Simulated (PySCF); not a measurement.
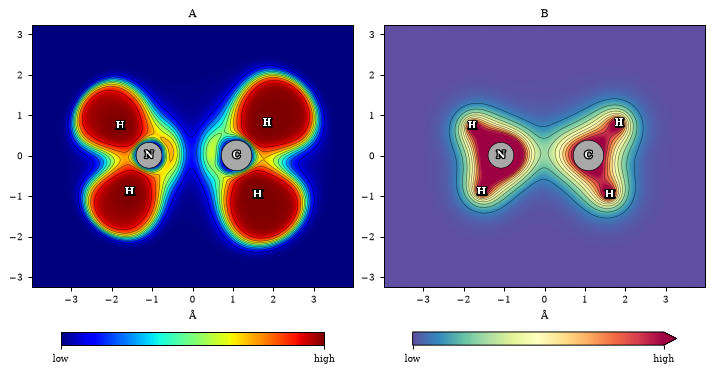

C₃H₈N (SMILES C1C[NH2+]C1) (charge +1): 2 fields on the plane of atoms H9, N3 and H10, with unlabelled colour scales. Grey discs cover the atomic cores.

Geometry: PBE0-D3(BJ)/def2-SVP.

All numbers below come from PBE0/pcSseg-1, SCF density, gas phase, non-relativistic (PySCF).

### Which field does each panel show? The fields are: electron density and electron localisation function.

Panel A: electron localisation function. Panel B: electron density. From the grid: N–H (1.03 Å): ρ is about 2.9 e/Å³ halfway; the ELF climbs to about 1 towards the hydrogen, as it does in any bond to H; a covalent bond by its length. C–H (1.10 Å): the density is about 2 e/Å³ at the midpoint; the ELF climbs to about 1 towards the hydrogen; a covalent bond by its length.
